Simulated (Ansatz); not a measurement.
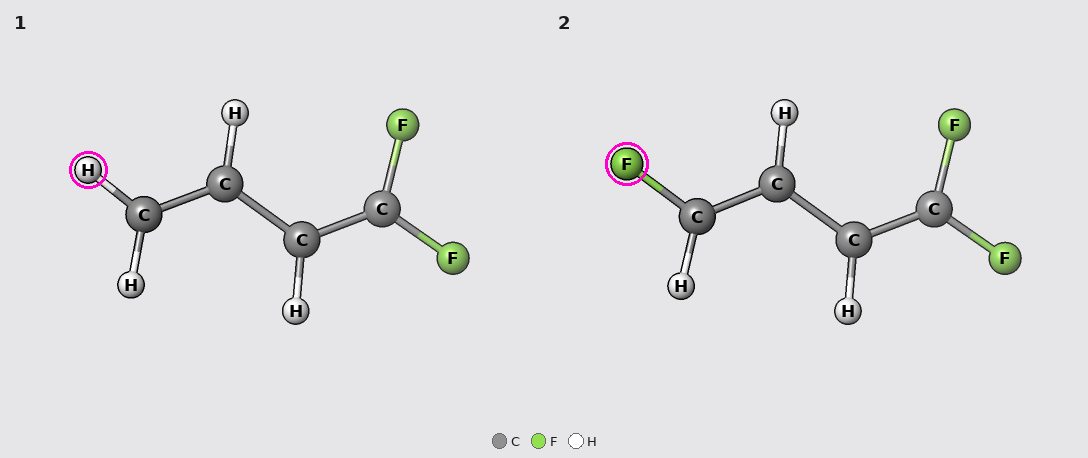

2 molecules with one skeleton, seen from the same side and at one scale; the atom that differs is circled. Charge 0, singlet. Computed geometries: PBE0-D4/def2-TZVP optimisations, one conformation each. Properties computed with Ansatz 0.2.0.

One atom differs, called X below: H in panel 1, F in panel 2. Their formulas are C4H4F2 (`C=CC=C(F)F`), C4H3F3 (`F/C=C/C=C(F)F`).

### In which is the angle H–C–X larger (PBE0-D4/def2-TZVP)?

In panel 1 (X = H).

### In which is the length of X–C larger (PBE0-D4/def2-TZVP)?

In panel 2 (X = F).

Give the values. With PBE0-D4/def2-TZVP: length of X–C (Å), angle H–C–X (°). With PBE0-D4/def2-TZVPP: HOMO energy (Kohn–Sham orbital) (eV), HOMO–LUMO gap (eV). With ωB97M-V/def2-TZVPP: dipole moment (D).

```csv
quantity,1 (H),2 (F),2 − 1
length of X–C (Å),1.082,1.334,+0.252
angle H–C–X (°),117.2,112.6,−4.6
HOMO energy (Kohn–Sham orbital) (eV),−6.75,−6.68,+0.07
HOMO–LUMO gap (eV),6.03,6.05,+0.02
dipole moment (D),0.93,1.20,+0.27
```
